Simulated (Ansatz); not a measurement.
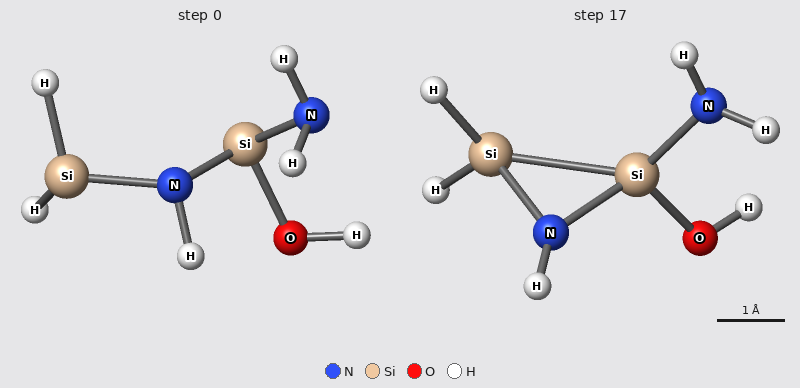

The structure of Si$_{2}$N$_{2}$H$_{6}$O before (left) and after (right) a relaxation, at one scale.

The picture is a ball-and-stick view, seen from a free direction.

The run prepares an end point of a later path (inversion) calculation, from a guessed geometry.

Method: Ansatz, RKS PBE0-D4/def2-SVP. Settings: no spin polarisation; force threshold 0.015 eV/Å; at most 40 steps.

Question: Summarise the run.

Answer: Over 15 accepted moves (17 points after the start) the energy falls by 5.659 eV. Largest force component: 10 eV/Å at the start, 0.011 eV/Å at the end. The line search rejected the trial steps at points 13, 15 of the run. The largest moves after the best rigid fit, 1.25 Å, are those of H atoms. Largest moves by element: H 1.25 Å, N 0.85 Å, Si 0.77 Å, O 0.15 Å. Among the contacts that change: Si–Si 2.860 → 2.237 Å, N–Si 1.542 → 1.718 Å, N–Si 1.635 → 1.770 Å, H–N 1.097 → 1.014 Å. New bonds form: Si–Si (2.86 → 2.24 Å). Bond angles that change, for instance: Si–N–Si 128.3° → 79.7°, Si–N–H 104.9° → 142.4°, N–Si–N 92.7° → 125.2°.
